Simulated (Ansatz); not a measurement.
Geometry relaxation, with input and output: CH₇FO₂Si₂ (part 1 of 2)

The run: geometry relaxation of CH₇FO₂Si₂. Method and program: RKS r2SCAN-D4/STO-3G (Ansatz 0.2.0).

It belongs to a series of runs on one base structure; here: start relaxed. Figures and captions count atoms from 1; the log counts them from 0 in places.

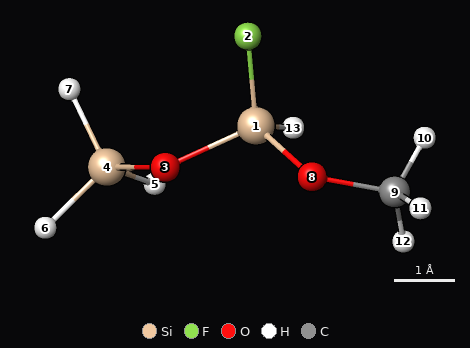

Figure 1. The input geometry (ball-and-stick view, seen at a tilt; atoms are numbered from 1 in the order of the input). Bond lengths as drawn: C–H 1.11 Å, C–O 1.42 Å, F–Si 1.59 Å, H–Si 1.46 Å and O–Si 1.68 Å.

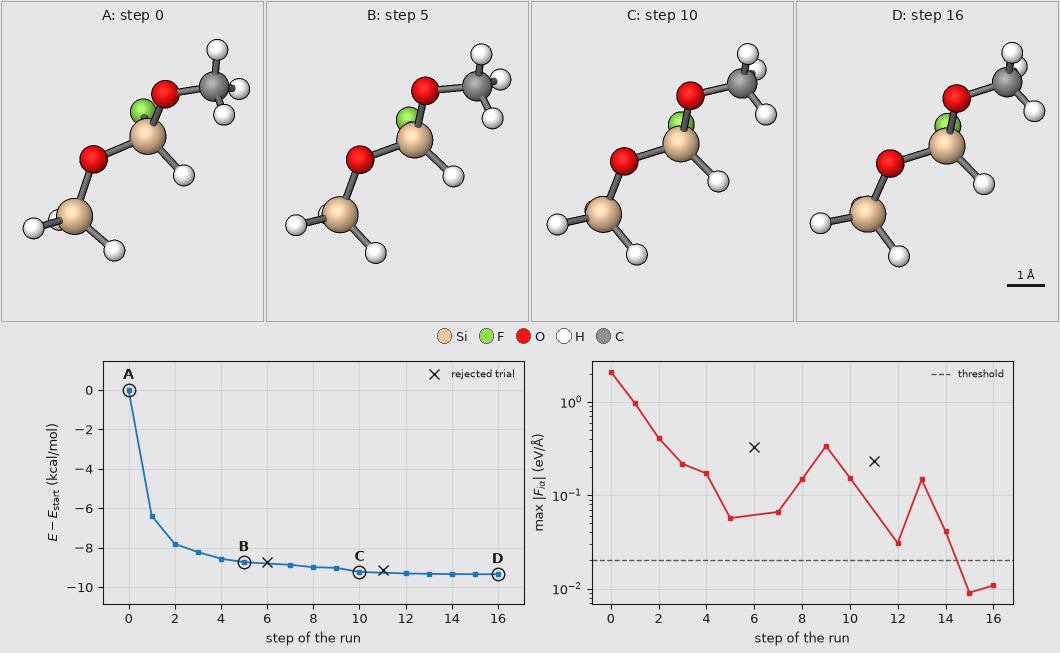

Figure 2. Frames of the relaxation (ball-and-stick view, seen at an oblique angle) above the curves, on which the letters mark them (the first geometry is step 0 here and step 1 in the log).

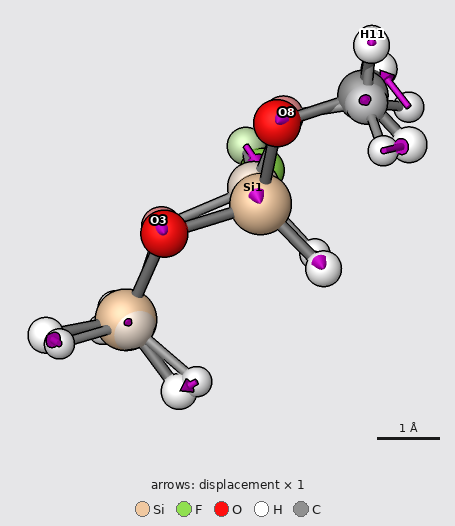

Figure 3. Start (faint) and end (solid) with the displacements as pink arrows, at true length (ball-and-stick view, seen at an oblique angle). The two geometries are laid on each other by the best rigid fit. The largest move after the best rigid fit is that of H10, 0.84 Å. By element the largest moves are H 0.84 Å, F 0.54 Å, Si 0.47 Å, O 0.37 Å, C 0.24 Å. Among the contacts that change: Si1–F2 1.590 → 1.635 Å, O8–C9 1.420 → 1.458 Å, Si1–O8 1.679 → 1.712 Å, O3–Si4 1.680 → 1.700 Å. Among the angles that change: Si1–O8–C9 125.0° → 109.9°, O3–Si1–O8 109.5° → 101.7°, Si1–O3–Si4 125.0° → 117.3°. The energy falls by 9.34 kcal/mol in 16 geometry steps. The largest force component goes from 2.1 to 0.011 eV/Å. The line search rejected the trial steps at points 6, 11 (counted from 0) and went back. (Atoms are counted from 1 in the order of the input.)

The input that produced these results follows, with the program's output.

Input:
```yaml
crystal:
  periodic: [false, false, false]
  atoms:
    - { symbol: Si, position_ang: [0.0, 0.0, 0.0] }
    - { symbol: F, position_ang: [0.0, 0.0, 1.59] }
    - { symbol: O, position_ang: [1.5842, 0.0, -0.5594] }
    - { symbol: Si, position_ang: [2.4906, -1.3762, -0.8866] }
    - { symbol: H, position_ang: [1.6598, -2.3521, -1.5857] }
    - { symbol: H, position_ang: [3.6318, -1.0202, -1.7249] }
    - { symbol: H, position_ang: [2.9691, -1.9538, 0.366] }
    - { symbol: O, position_ang: [-0.7913, 1.3709, -0.5594] }
    - { symbol: C, position_ang: [-2.1512, 1.4177, -0.9653] }
    - { symbol: H, position_ang: [-2.7687, 0.8215, -0.2614] }
    - { symbol: H, position_ang: [-2.5023, 2.4707, -0.9639] }
    - { symbol: H, position_ang: [-2.2473, 0.9975, -1.9882] }
    - { symbol: H, position_ang: [-0.6877, -1.1914, -0.4862] }
basis:
  gaussian: { orbitals: STO-3G }
hamiltonian:
  xc: r2scan
  dispersion: d4
relax:
  f_tol: 0.02
  max_steps: 40
```

Launched with:
```bash
ansatz run input.yaml --threads 1 --pin off --max-ram 2048MiB --backend cpu --events-out ev --progress --plain --runs-dir out
```

Output:
```
The last accepted step is kept in [file] (removed where the run ends without a failure and the disk answers)
Engine: ansatz 0.2.0, aarch64-unknown-linux-gnu
Functional definition: r2SCAN
  parameter k0 = 0.174
  parameter k1 = 0.065
  parameter a1 = 4.9479
  exchange = r2scan_x(k0 = k0, k1 = k1, a1 = a1)
  correlation = r2scan_c
635 factors; integrals over basis functions are off by at most 1.4e-5 eV
mean field evaluation 1: about -23419.1820 eV, gradient 3.5e1 eV
mean field evaluation 2: about -23417.0424 eV, gradient 4.7e1 eV
mean field evaluation 4: about -23423.1974 eV, gradient 2.3e0 eV
mean field evaluation 8: about -23423.1116 eV, gradient 2.3e-2 eV
mean field -23423.11158562 eV, -860.7834740161 hartree, gradient 3.6e-5 eV, S^2 0.000000; 0 other end points of the search recorded, 0 dependent functions left out
the calculation of the forces begins
reference -23423.11159303 eV, -860.7834742887 hartree; 33, 33 occupied and 12, 12 virtual orbitals, 635 factors
relax step   1: F+E_penalty+E_count = -23423.18234046 eV  Δ(F+E_penalty+E_count) = +0.000e0 eV  max|allowed force component| = 2.118e0 eV/Å  Δτ_max = 0.0000 Å  (23 SCF iters, accepted)
these checks for a lower state are left out or cut short: starts, cluster_reference, orbital_swaps, neighbouring_geometries, increment
635 factors; integrals over basis functions are off by at most 2.0e-5 eV
mean field evaluation 16: about -23423.4089 eV, gradient 3.6e0 eV
mean field -23423.38808198 eV, -860.7936350700 hartree, gradient 1.6e-5 eV, S^2 0.000000; 0 other end points of the search recorded, 0 dependent functions left out
[... from here on the field's lines of each further geometry are left out, up to the last ...]
relax step   2: F+E_penalty+E_count = -23423.45902726 eV  Δ(F+E_penalty+E_count) = -2.767e-1 eV  max|allowed force component| = 9.786e-1 eV/Å  Δτ_max = 0.0819 Å  (25 SCF iters, accepted)
relax step   3: F+E_penalty+E_count = -23423.52057296 eV  Δ(F+E_penalty+E_count) = -6.155e-2 eV  max|allowed force component| = 4.128e-1 eV/Å  Δτ_max = 0.0994 Å  (25 SCF iters, accepted)
relax step   4: F+E_penalty+E_count = -23423.53854063 eV  Δ(F+E_penalty+E_count) = -1.797e-2 eV  max|allowed force component| = 2.176e-1 eV/Å  Δτ_max = 0.0727 Å  (26 SCF iters, accepted)
relax step   5: F+E_penalty+E_count = -23423.55299545 eV  Δ(F+E_penalty+E_count) = -1.445e-2 eV  max|allowed force component| = 1.713e-1 eV/Å  Δτ_max = 0.1494 Å  (25 SCF iters, accepted)
relax step   6: F+E_penalty+E_count = -23423.56079428 eV  Δ(F+E_penalty+E_count) = -7.799e-3 eV  max|allowed force component| = 5.690e-2 eV/Å  Δτ_max = 0.0705 Å  (24 SCF iters, accepted)
relax step   7: F+E_penalty+E_count = -23423.56051397 eV  Δ(F+E_penalty+E_count) = +2.803e-4 eV  max|allowed force component| = 3.263e-1 eV/Å  Δτ_max = 0.1977 Å  (25 SCF iters, rejected (line search))
relax step   8: F+E_penalty+E_count = -23423.56655297 eV  Δ(F+E_penalty+E_count) = -5.759e-3 eV  max|allowed force component| = 6.638e-2 eV/Å  Δτ_max = 0.0973 Å  (24 SCF iters, accepted)
relax step   9: F+E_penalty+E_count = -23423.57178296 eV  Δ(F+E_penalty+E_count) = -5.230e-3 eV  max|allowed force component| = 1.481e-1 eV/Å  Δτ_max = 0.0975 Å  (24 SCF iters, accepted)
relax step  10: F+E_penalty+E_count = -23423.57317252 eV  Δ(F+E_penalty+E_count) = -1.390e-3 eV  max|allowed force component| = 3.379e-1 eV/Å  Δτ_max = 0.1158 Å  (24 SCF iters, accepted)
relax step  11: F+E_penalty+E_count = -23423.58229746 eV  Δ(F+E_penalty+E_count) = -9.125e-3 eV  max|allowed force component| = 1.543e-1 eV/Å  Δτ_max = 0.1188 Å  (25 SCF iters, accepted)
relax step  12: F+E_penalty+E_count = -23423.57812684 eV  Δ(F+E_penalty+E_count) = +4.171e-3 eV  max|allowed force component| = 2.309e-1 eV/Å  Δτ_max = 0.0997 Å  (25 SCF iters, rejected (line search))
relax step  13: F+E_penalty+E_count = -23423.58552225 eV  Δ(F+E_penalty+E_count) = -3.225e-3 eV  max|allowed force component| = 3.071e-2 eV/Å  Δτ_max = 0.0498 Å  (25 SCF iters, accepted)
relax step  14: F+E_penalty+E_count = -23423.58634680 eV  Δ(F+E_penalty+E_count) = -8.245e-4 eV  max|allowed force component| = 1.477e-1 eV/Å  Δτ_max = 0.0965 Å  (25 SCF iters, accepted)
relax step  15: F+E_penalty+E_count = -23423.58696275 eV  Δ(F+E_penalty+E_count) = -6.160e-4 eV  max|allowed force component| = 4.101e-2 eV/Å  Δτ_max = 0.0156 Å  (26 SCF iters, accepted)
relax step  16: F+E_penalty+E_count = -23423.58716695 eV  Δ(F+E_penalty+E_count) = -2.042e-4 eV  max|allowed force component| = 9.040e-3 eV/Å  Δτ_max = 0.0159 Å  (27 SCF iters, accepted)
the calculation of the forces begins
reference -23423.51625355 eV, -860.7983452885 hartree; 33, 33 occupied and 12, 12 virtual orbitals, 636 factors
relax step  17: F+E_penalty+E_count = -23423.58726666 eV  Δ(F+E_penalty+E_count) = -9.971e-5 eV  max|allowed force component| = 1.080e-2 eV/Å  Δτ_max = 0.0202 Å  (26 SCF iters, accepted)
636 factors; integrals over basis functions are off by at most 2.9e-5 eV
mean field evaluation 128: about -23423.6167 eV, gradient 1.4e-1 eV
mean field -23423.51624625 eV, -860.7983450202 hartree, gradient 9.4e-6 eV, S^2 0.000000; 1 other end points of the search recorded, 0 dependent functions left out
the calculation of the forces begins
reference -23423.51625355 eV, -860.7983452885 hartree; 33, 33 occupied and 12, 12 virtual orbitals, 636 factors
Total energy: -23423.58727396 eV, -860.8009552403 hartree
Atom 0 at    -0.055397    -0.101089    -0.457857 Å, force    -0.007765    -0.001221    -0.010798 eV/Å
Atom 1 at    -0.172141    -0.308935     1.159254 Å, force     0.001751    -0.002701     0.010587 eV/Å
Atom 2 at     1.556255     0.042868    -0.910823 Å, force     0.006451    -0.006433     0.002243 eV/Å
Atom 3 at     2.531251    -1.342722    -0.773122 Å, force     0.004501     0.006185    -0.002694 eV/Å
Atom 4 at     1.990727    -2.462964    -1.526052 Å, force    -0.001973    -0.000338     0.006489 eV/Å
Atom 5 at     3.826079    -0.985150    -1.308017 Å, force    -0.000193     0.001982     0.000419 eV/Å
Atom 6 at     2.686271    -1.770806     0.607234 Å, force    -0.004127    -0.001034    -0.005169 eV/Å
Atom 7 at    -0.677000     1.434236    -0.890121 Å, force     0.008970     0.002700    -0.002300 eV/Å
Atom 8 at    -2.126620     1.447057    -0.730261 Å, force    -0.010149     0.000130    -0.000071 eV/Å
Atom 9 at    -2.458489     1.316444     0.325168 Å, force     0.000657     0.000326     0.000929 eV/Å
Atom 10 at    -2.488301     2.437414    -1.069232 Å, force     0.001424    -0.002136     0.000169 eV/Å
Atom 11 at    -2.649891     0.673892    -1.338470 Å, force     0.000240     0.000797     0.000207 eV/Å
Atom 12 at    -0.775745    -1.195645    -1.112701 Å, force     0.000213     0.001742    -0.000010 eV/Å
Dipole moment:    -0.142949    -0.281772    -0.014895 e Å
```

Trajectory as extended XYZ (Å, eV, eV/Å), 17 frames, from step=1 to step=17:
```
13
Properties=species:S:1:pos:R:3:forces:R:3 step=1 energy=-23423.18234
Si    0.0000    0.0000    0.0000   -0.3458  -1.1598  -2.1178
F     0.0000    0.0000    1.5900    0.1108   0.2212   1.5050
O     1.5842    0.0000   -0.5594   -0.2531   0.9989   0.0839
Si    2.4906   -1.3762   -0.8866   -0.3637  -0.1446   0.1067
H     1.6598   -2.3521   -1.5857    0.2201  -0.0708   0.0758
H     3.6318   -1.0202   -1.7249   -0.2778   0.0503   0.2109
H     2.9691   -1.9538    0.3660    0.0289  -0.0738  -0.2035
O    -0.7913    1.3709   -0.5594    2.0408   1.5499   0.3683
C    -2.1512    1.4177   -0.9653    0.2470  -1.2195   0.3625
H    -2.7687    0.8215   -0.2614   -0.7137   0.0800  -0.2440
H    -2.5023    2.4707   -0.9639    0.0196  -0.0301  -0.0163
H    -2.2473    0.9975   -1.9882   -0.5585   0.0068  -0.2130
H    -0.6877   -1.1914   -0.4862   -0.1547  -0.2084   0.0816
13
Properties=species:S:1:pos:R:3:forces:R:3 step=2 energy=-23423.45903
Si   -0.0139   -0.0237   -0.0219   -0.1456  -0.9787  -0.8344
F     0.0141    0.0038    1.5851    0.0235   0.0506   0.8592
O     1.5641    0.0340   -0.5695   -0.0718   0.5001  -0.0380
Si    2.4542   -1.3564   -0.8797    0.0639  -0.2990   0.0129
H     1.6733   -2.3693   -1.5775    0.0386   0.0463   0.0212
H     3.5833   -0.9691   -1.7006   -0.0508   0.0166   0.0193
H     2.9586   -1.9572    0.3465   -0.0304   0.0161  -0.0298
O    -0.7184    1.4068   -0.5487    0.3970   0.9151  -0.0597
C    -2.0982    1.3877   -0.9513   -0.4128  -0.2678  -0.0322
H    -2.7878    0.8301   -0.2722    0.1235   0.0194  -0.0095
H    -2.4537    2.4387   -0.9723    0.0242  -0.0020  -0.0083
H    -2.2568    0.9753   -1.9768    0.0743  -0.0506   0.0459
H    -0.7318   -1.2162   -0.4860   -0.0336   0.0337   0.0533
13
Properties=species:S:1:pos:R:3:forces:R:3 step=3 energy=-23423.52057
Si   -0.0331   -0.0321   -0.0454    0.0683  -0.4043   0.0524
F     0.0016   -0.0199    1.5816   -0.0364  -0.0570   0.1853
O     1.5456    0.0589   -0.5836    0.0233   0.1814  -0.0763
Si    2.4314   -1.3430   -0.8773    0.1381  -0.2032  -0.0374
H     1.6630   -2.3559   -1.5827   -0.0242   0.0163  -0.0028
H     3.5574   -0.9460   -1.6916    0.0548  -0.0170  -0.0140
H     2.9248   -1.9462    0.3494   -0.0126   0.0127   0.0203
O    -0.6753    1.4557   -0.5375    0.0115   0.4128  -0.0575
C    -2.0631    1.3759   -0.9387   -0.4095  -0.0745  -0.1801
H    -2.7299    0.8276   -0.2298    0.1003   0.0980  -0.0096
H    -2.4479    2.4158   -1.0132    0.0230  -0.1147  -0.0137
H    -2.2061    0.8977   -1.9408    0.0562   0.0677   0.1373
H    -0.7814   -1.2037   -0.5154    0.0071   0.0817  -0.0039
13
Properties=species:S:1:pos:R:3:forces:R:3 step=4 energy=-23423.53854
Si   -0.0317   -0.0331   -0.0614    0.0311   0.0282   0.2176
F    -0.0090   -0.0643    1.5755   -0.0217  -0.0418  -0.1419
O     1.5531    0.0698   -0.5971    0.0382   0.0053  -0.0704
Si    2.4425   -1.3439   -0.8778    0.0105  -0.0404   0.0253
H     1.6715   -2.3524   -1.5859   -0.0113   0.0073  -0.0144
H     3.5834   -0.9591   -1.6785    0.0171  -0.0032  -0.0082
H     2.9168   -1.9443    0.3576   -0.0157   0.0113   0.0189
O    -0.6722    1.4855   -0.5287   -0.1216  -0.0244  -0.0159
C    -2.0704    1.3771   -0.9271   -0.1476   0.0414  -0.1076
H    -2.7326    0.8793   -0.1788    0.0969   0.0423  -0.0428
H    -2.4571    2.4093   -1.0652    0.0644  -0.0916   0.0122
H    -2.2133    0.8427   -1.8992    0.0383   0.0271   0.1564
H    -0.7939   -1.1820   -0.5585    0.0214   0.0385  -0.0292
```
